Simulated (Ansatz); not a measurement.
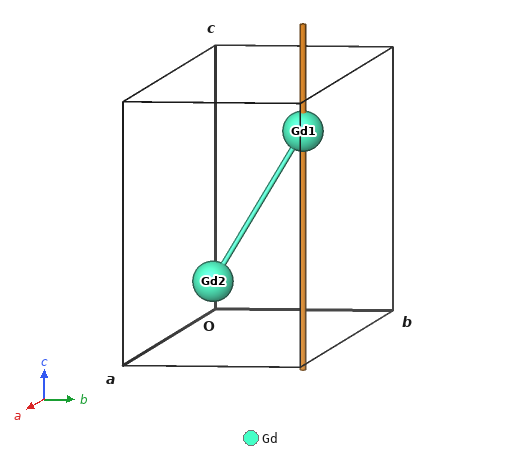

The coloured rod is the axis of a symmetry operation of the crystal. Crystal: Gd, the geometry relaxed at fixed volume with Ansatz, DFT PBE, scalar-relativistic, plane waves, PAW. Symmetry computed with spglib at a tolerance of 0.002 Å; standard conventional cell.

a = 3.638 Å, b = 3.638 Å, c = 5.831 Å, α = 90.00°, β = 90.00°, γ = 120.00°.

```
atom       x       y       z
 Gd1  0.3333  0.6667  0.7500
 Gd2  0.6667  0.3333  0.2500
```

Take the operation x, y, z → −x+y, −x+1, z.

Q: What kind of operation is it, and where does it lie?

A: It is a 3-fold rotation, about the line along [0 0 1] through (1/3, 2/3, 1/2).

Q: Onto which atom does it carry each atom (up to whole multiples of a, b and c)?

A: Gd1 → Gd1, Gd2 → Gd2.
